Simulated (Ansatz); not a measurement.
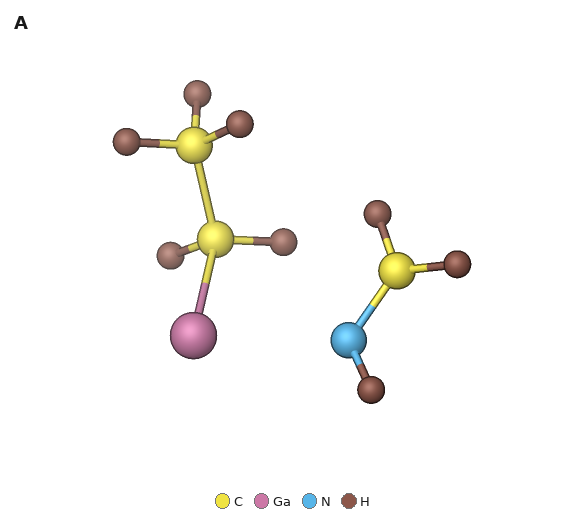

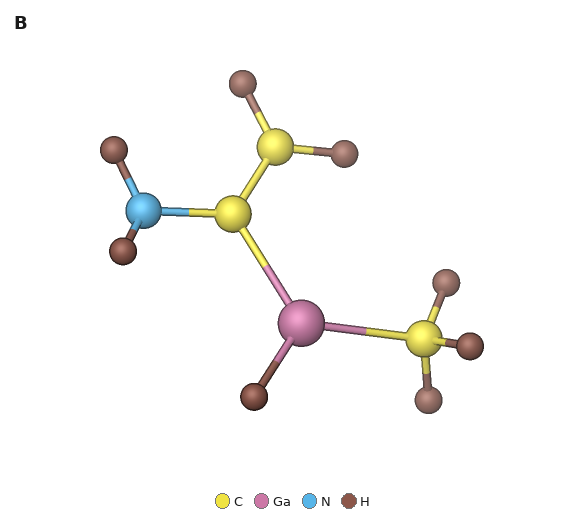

2 stationary structures of one formula. Geometries: PBE0-D4/def2-TZVP. Electronic energies: CCSD(T)/CBS (MP2 limit from def2-TZVPP and def2-QZVPP plus CCSD(T) − MP2) (Ansatz 0.2.0), without zero-point energy. No frequency run is at hand to confirm each as a minimum. Each is one conformer, not always the lowest.

Rank them by energy, lowest first.

Answer. B is lowest; A lies 12.1 kcal/mol above it.

Give E(B) − E(A) in kcal/mol at these levels too: RHF-CCSD(T) (frozen core)/def2-TZVPP; PBE0-D4/def2-TZVP; ωB97X-V/def2-TZVPP; ωB97M-V/def2-TZVPP; r2SCAN-D4/def2-TZVPP; PBE0-D4/def2-TZVPP; B3LYP-D4/def2-TZVPP; RHF-MP2 (frozen core)/def2-QZVPP.

```
                               level  E(B) − E(A) (kcal/mol)
RHF-CCSD(T) (frozen core)/def2-TZVPP                   −12.1
                   PBE0-D4/def2-TZVP                   −13.4
                  ωB97X-V/def2-TZVPP                   −14.3
                  ωB97M-V/def2-TZVPP                   −11.8
                r2SCAN-D4/def2-TZVPP                   −15.1
                  PBE0-D4/def2-TZVPP                   −13.7
                 B3LYP-D4/def2-TZVPP                    −9.1
    RHF-MP2 (frozen core)/def2-QZVPP                   −16.2
```
